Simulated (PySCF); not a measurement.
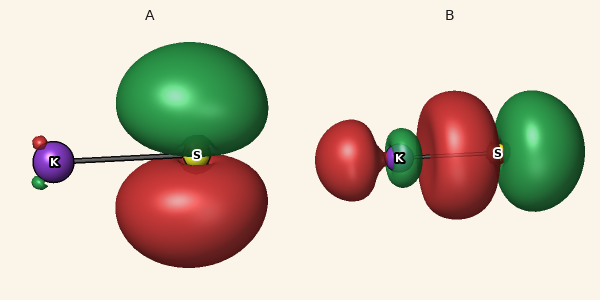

*KS (charge −1). Two frontier orbitals, each drawn at the value that holds 80 % of its norm (green and red are the two phases), in no order; of a degenerate pair one member is drawn.*

These are results of PBE0/aug-pcseg-1, non-relativistic, at a bond length of 2.704 Å in PySCF, not measurements.

### Label each orbital by symmetry, say whether it is occupied, and order them by energy.

Orbital B: σ, occupied, 0.08 eV; mainly on S (75 %).
Orbital A: π, occupied, 0.30 eV; mainly on S (90 %).
